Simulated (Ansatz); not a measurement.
# Phonon calculation, with input and output: SiNH5O

SiNH5O, computed with RKS PBE0-D4/def2-TZVP (Ansatz 0.2.0).

The geometry comes from this level: PBE0-D4/def2-TZVP. Figures and captions count atoms from 1; the log counts them from 0 in places.

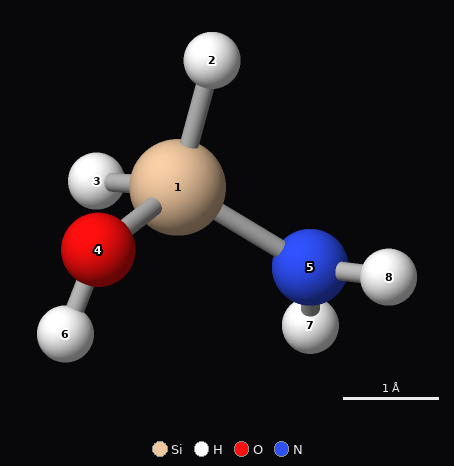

The input geometry (ball-and-stick view, seen at a tilt; atoms are numbered from 1 in the order of the input).

## Input
```yaml
crystal:
  periodic: [false, false, false]
  atoms:
    - {symbol: Si, position_ang: [-0.705471, 0.914355, -0.179078]}
    - {symbol: H, position_ang: [-0.869749, 2.198422, -0.895047]}
    - {symbol: H, position_ang: [-1.964774, 0.446354, 0.458989]}
    - {symbol: O, position_ang: [0.421740, 1.286514, 0.965679]}
    - {symbol: N, position_ang: [-0.291765, -0.326659, -1.272763]}
    - {symbol: H, position_ang: [0.686504, 0.588146, 1.565801]}
    - {symbol: H, position_ang: [-0.623824, -1.269054, -1.167054]}
    - {symbol: H, position_ang: [0.451673, -0.253401, -1.945853]}
basis:
  gaussian: {orbitals: def2-TZVP}
hamiltonian: {xc: pbe0, dispersion: d4}
phonons: {temperatures: {t_min: 298.15, t_max: 900, t_step: 200}}
```

Machine: 2 CPU threads, shared host.

## Log
```
Functional definition: PBE0
  name "PBE0"
  cite "Adamo & Barone, J. Chem. Phys. 110, 6158 (1999) doi:10.1063/1.478522"
  cite "Perdew, Burke & Ernzerhof, Phys. Rev. Lett. 77, 3865 (1996) doi:10.1103/PhysRevLett.77.3865"
  parent pbe
  parameter a = 0.25
  parameter kappa = 0.804
  parameter beta = 0.06672455060314922
  exchange = (1 - a)*pbe_x(kappa = kappa, mu = beta*pi^2/3) + a*exact_x
  correlation = pbe_c(beta = beta)
794 factors; their error is unknown
mean field evaluation 1: about -11483.4355 eV, gradient 7.4e1 eV
mean field evaluation 2: about -11471.6680 eV, gradient 1.0e2 eV
mean field evaluation 4: about -11492.6146 eV, gradient 4.7e0 eV
mean field evaluation 8: about -11492.6527 eV, gradient 2.3e-2 eV
mean field evaluation 16: about -11492.6926 eV, gradient 3.6e-5 eV
mean field -11492.69259020 eV, -422.3486626631 hartree, gradient 3.6e-5 eV, S^2 0.000000; 0 other end points of the search recorded, 0 dependent functions left out
the calculation of the forces begins
reference -11492.69261766 eV, -422.3486636722 hartree; 17, 17 occupied and 112, 112 virtual orbitals, 794 factors
these checks for a lower state are left out or cut short: stability, starts, cluster_reference, orbital_swaps, neighbouring_geometries, increment
794 factors; their error is unknown
mean field -11492.69244917 eV, -422.3486574803 hartree, gradient 1.1e-6 eV, S^2 0.000000; 0 other end points of the search recorded, 0 dependent functions left out
[... from here on the field's lines of each further geometry are left out, up to the last ...]
the calculation of the forces begins
reference -11492.69254499 eV, -422.3486610017 hartree; 17, 17 occupied and 112, 112 virtual orbitals, 794 factors
these checks for a lower state are left out or cut short: stability, starts, cluster_reference, orbital_swaps, neighbouring_geometries, increment
794 factors; their error is unknown
mean field evaluation 320: about -11492.6925 eV, gradient 1.9e-6 eV
mean field -11492.69252782 eV, -422.3486603705 hartree, gradient 1.9e-6 eV, S^2 0.000000; 0 other end points of the search recorded, 0 dependent functions left out
the calculation of the forces begins
reference -11492.69255528 eV, -422.3486613798 hartree; 17, 17 occupied and 112, 112 virtual orbitals, 794 factors
Total energy: -11492.78755785 eV, -422.3521526599 hartree
Atom 0 at    -0.705471     0.914355    -0.179078 Å, force    -0.004822    -0.000158    -0.004435 eV/Å
Atom 1 at    -0.869749     2.198422    -0.895047 Å, force     0.000329    -0.000759    -0.000087 eV/Å
Atom 2 at    -1.964774     0.446354     0.458989 Å, force     0.000094     0.000782     0.001274 eV/Å
Atom 3 at     0.421740     1.286514     0.965679 Å, force     0.003019     0.004090     0.002541 eV/Å
Atom 4 at    -0.291765    -0.326659    -1.272763 Å, force    -0.000261    -0.001104    -0.001361 eV/Å
Atom 5 at     0.686504     0.588146     1.565801 Å, force     0.000937    -0.002703     0.001922 eV/Å
Atom 6 at    -0.623824    -1.269054    -1.167054 Å, force     0.000202    -0.001051    -0.000517 eV/Å
Atom 7 at     0.451673    -0.253401    -1.945853 Å, force     0.000503     0.000904     0.000663 eV/Å
Dipole moment:     0.117394    -0.483431    -0.038703 e Å
Vibrations: 115.80 264.75 294.41 354.41 553.03 746.64 821.05 870.95 891.64 921.47 946.27 956.67 1580.15 2216.09 2260.16 3626.99 3725.85 3921.48 cm⁻¹, zero-point energy 1.554006 eV
```

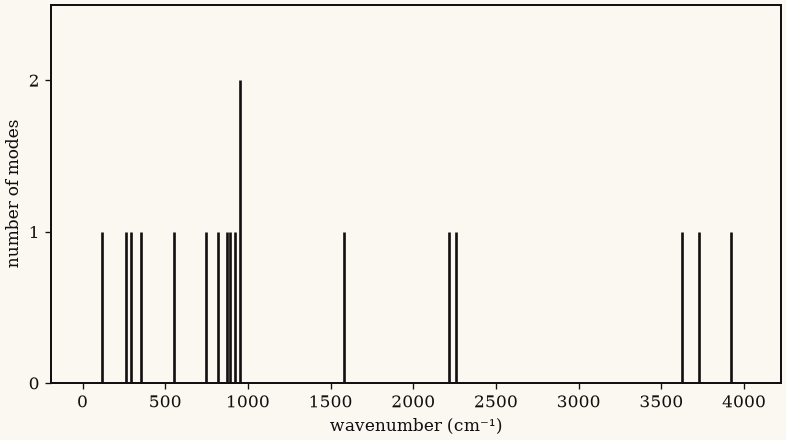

Harmonic vibrational wavenumbers from the force constants; neighbouring modes closer than 17 cm⁻¹ are counted in one stick. 18 modes from 116 to 3921 cm⁻¹, none imaginary.

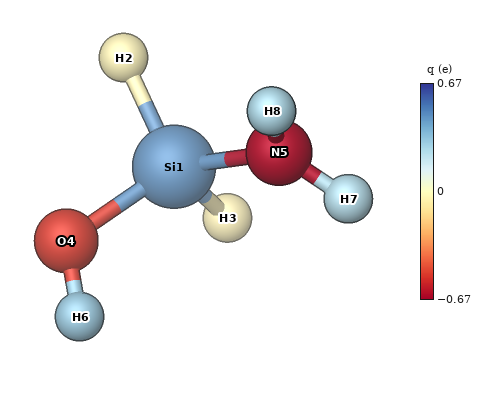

Mulliken charges, as the colour of each atom (ball-and-stick view, seen at a tilt; atoms are numbered from 1 in the order of the input). By element: Si +0.47, H −0.07 to +0.32, O −0.52 and N −0.64 e.

## Summary

```tsv
quantity	value
outcome	converged
total energy	−11492.7876 eV
mean-field energy	−11492.6926 eV
dispersion energy	−0.0949 eV
largest force (length of the vector)	0.007 eV/Å
dipole moment	2.40 D
wall time	55 s (CPU time 1.7 min)
peak memory	0.24 GiB
```
